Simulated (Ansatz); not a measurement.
# Calculations on BSiH5OF2

### Relaxation

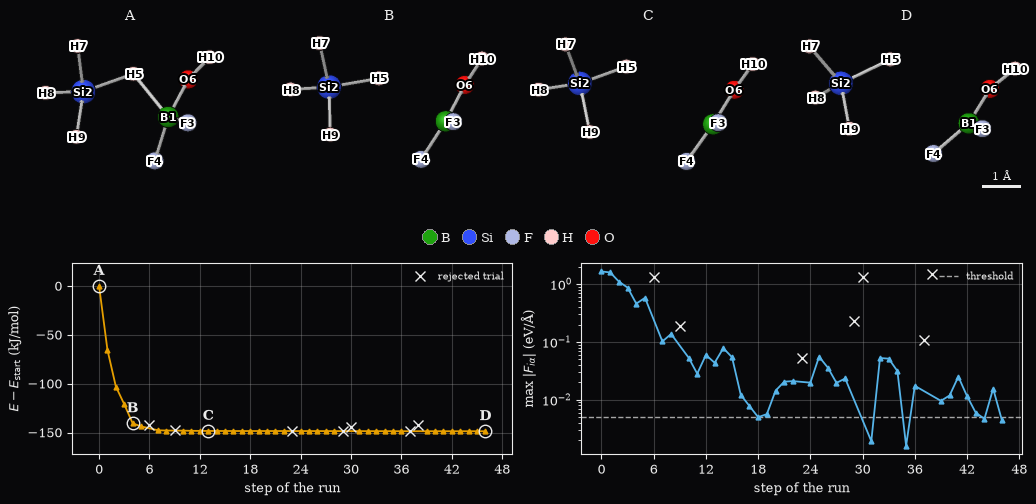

Frames of a relaxation of BSiH₅OF₂ (started from a transition state, displaced along its imaginary mode), marked on the history of the run. Style: ball-and-stick. Shown at a tilt.

These are results of Ansatz, RKS PBE0-D4/def2-TZVP, not measurements. (force threshold 0.005 eV/Å; at most 200 steps)

What happens along the run?

Answer. The atom that moves furthest after the best rigid fit is H7 (1.20 Å). By element the largest moves are H 1.20 Å, O 0.74 Å, B 0.69 Å, Si 0.59 Å, F 0.54 Å. Among the contacts that change: B1–H5 1.479 → 2.787 Å, B1–Si2 2.435 → 3.708 Å, Si2–H5 1.615 → 1.488 Å, B1–O6 1.389 → 1.345 Å. Bond angles that change, for instance: H5–Si2–H9 128.5° → 109.3°, H5–Si2–H7 97.0° → 108.6°, H5–Si2–H8 101.7° → 109.3°. The energy falls by 148.7 kJ/mol in 39 accepted moves (46 points after the start). Largest force component: 1.7 eV/Å at the start, 0.0045 eV/Å at the end. The line search rejected the trial steps at points 6, 9, 23, 29, 30, 37, 38 of the run. The forces were under the threshold at step 31, but the run went on from there. Cost: 120 s on 4 threads of Arm Neoverse V2, with other jobs on the host. From step 0 to 4: B1 moves most (0.52 Å), energy −140.6 kJ/mol. From step 4 to 13: H5 moves most (0.44 Å), energy −7.77 kJ/mol. From step 13 to 46: H8 moves most (0.57 Å), energy −0.28 kJ/mol.

### Relaxation

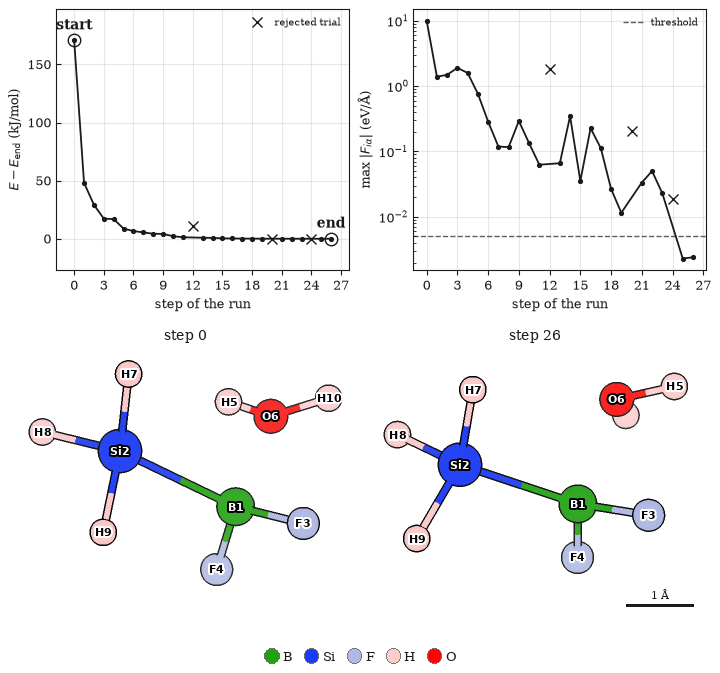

First and last geometry of a relaxation of BSiH5OF2 (started from a transition state, displaced along its imaginary mode), with the history of the run. A ball-and-stick model, seen at a tilt.

Method: RKS PBE0-D4/def2-TZVP (Ansatz 0.2.0). Settings: force threshold 0.005 eV/Å; at most 200 steps.

### Read the history and describe the run.

It converged. The energy falls by 170.6 kJ/mol in 23 accepted moves (26 points after the start). Largest force component: 10 eV/Å at the start, 0.0024 eV/Å at the end. The line search rejected the trial steps at points 12, 20, 24 of the run. H5 moves most after the best rigid fit: 1.49 Å. By element the largest moves are H 1.49 Å, O 0.35 Å, Si 0.27 Å, F 0.26 Å, B 0.25 Å. Near-neighbour distances that change, for instance: B1–H5 1.640 → 2.342 Å, B1–O6 1.706 → 1.888 Å, H5–O6 0.814 → 0.965 Å, B1–Si2 2.143 → 2.039 Å. Among the angles between lasting bonds that change: B1–Si2–H9 92.3° → 111.2°, B1–Si2–H7 120.1° → 111.0°, H5–O6–H10 113.8° → 107.1°.

### Reaction

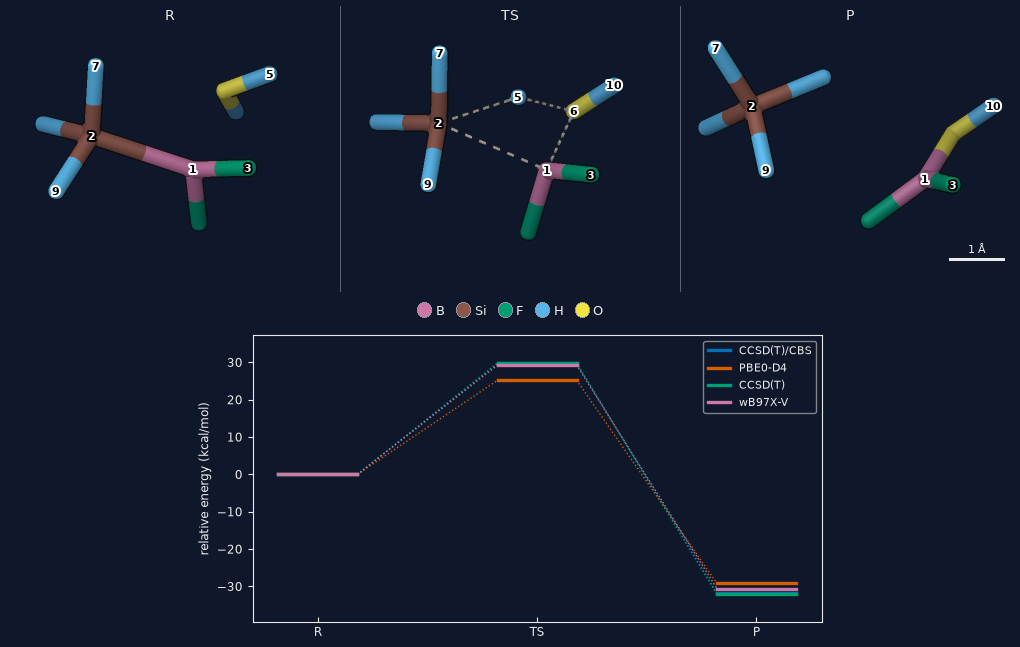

A reaction step of BSiH5OF2, with its energy diagram. The picture is a stick view, seen at a tilt. Dashed sticks mark bonds that form or break.

Stationary points at PBE0-D4/def2-TZVP, single-point energies with CCSD(T)/CBS, PBE0-D4, CCSD(T), wB97X-V (def2-TZVPP where no basis is named; Ansatz 0.2.0). The energies are electronic, without zero-point or thermal terms, and both ends are the minima reached downhill from the saddle, with any fragments still in contact. CCSD(T)/CBS stands for a frozen-core estimate: MP2 correlation extrapolated from def2-TZVPP and def2-QZVPP, CCSD(T) minus MP2 from the smaller set.

Q: Describe the step and its energetics.

A: Counted by bonded pieces, R holds H₂O + SiBH₃F₂ and P holds BHOF₂ + SiH₄. From R over the saddle to P, bonds form: B–O (1.89 → 1.55 → 1.34 Å), H–Si (3.67 → 1.93 → 1.49 Å). Bonds break: B–Si (2.04 → 2.29 → 3.71 Å), H–O (0.97 → 1.20 → 3.17 Å). The saddle has one imaginary mode, 1345i cm⁻¹. With CCSD(T)/CBS the barrier is 29.8 kcal/mol from R and 61.5 kcal/mol from P, and P lies 31.7 kcal/mol below R.

```tsv
level	barrier from R (kcal/mol)	barrier from P (kcal/mol)	P less R (kcal/mol)
CCSD(T)/CBS	29.8	61.5	−31.7
PBE0-D4	25.3	54.4	−29.2
CCSD(T)	29.8	61.9	−32.1
wB97X-V	29.3	59.9	−30.5
```

Against CCSD(T)/CBS, CCSD(T) comes closest on the barrier from R (+0.0 kcal/mol) and PBE0-D4 misses most (−4.6 kcal/mol).
